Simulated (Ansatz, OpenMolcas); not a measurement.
## How methods differ on CH6B2O (SMILES BB(C)O)

CH6B2O: 10 atoms, total charge 0, spin state singlet. As SMILES, `BB(C)O`. The shape is that of a PBE0-D4/def2-TZVP optimisation. This is one conformer, not always the lowest.

```xyz
10

B    -1.1574    0.8268   -0.6221
B     0.2894    0.0459   -0.2710
C     0.3773   -0.8347    1.0322
O     1.4326    0.1178   -1.0179
H    -2.0104    0.3121   -1.2922
H    -1.4404    1.8989   -0.1622
H    -0.5465   -1.3710    1.2659
H     1.2004   -1.5525    0.9757
H     0.5727   -0.1745    1.8867
H     1.3653    0.6798   -1.7923
```

Each level gives the vertical energy of the triplet above the singlet (eV). The values are calculated.

```csv
level,kind,program,value (eV),less CCSD(T)/def2-SVP,CPU time (all runs)
HF/def2-SVP,Hartree–Fock,OpenMolcas,3.61,-0.07,12 s
PBE/def2-SVP,GGA,Ansatz,3.14,-0.54,16 s
r2SCAN/def2-SVP,meta-GGA,Ansatz,3.13,-0.55,29 s
r2SCAN0/def2-SVP,hybrid meta-GGA,Ansatz,3.29,-0.39,35 s
wB97X/def2-SVP,range-separated hybrid,Ansatz,3.68,0.00,73 s
PBE-QIDH/def2-SVP,double hybrid,Ansatz,3.62,-0.06,23 s
RPA@PBE/def2-SVP,RPA,Ansatz,3.62,-0.06,29 s
RPA@PBE0/def2-SVP,RPA,Ansatz,3.67,-0.01,29 s
"CCSD(T)/def2-SVP, open shells restricted",coupled cluster or CI,OpenMolcas,3.68,0.00,88 s
CCSD/def2-SVP,coupled cluster or CI,Ansatz,3.73,+0.05,72 s
```

Differences are taken from CCSD(T)/def2-SVP, open shells restricted for orientation; it has basis-set and higher-order errors of its own. The values span 3.13 to 3.73 eV. CPU times are rough (shared hosts, several kinds of processor and program).

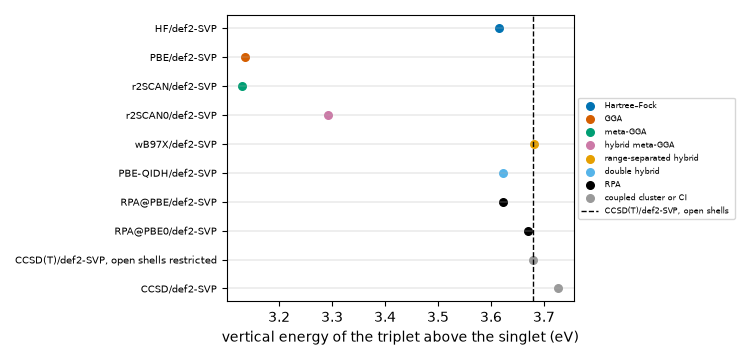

The values of the table, level by level.
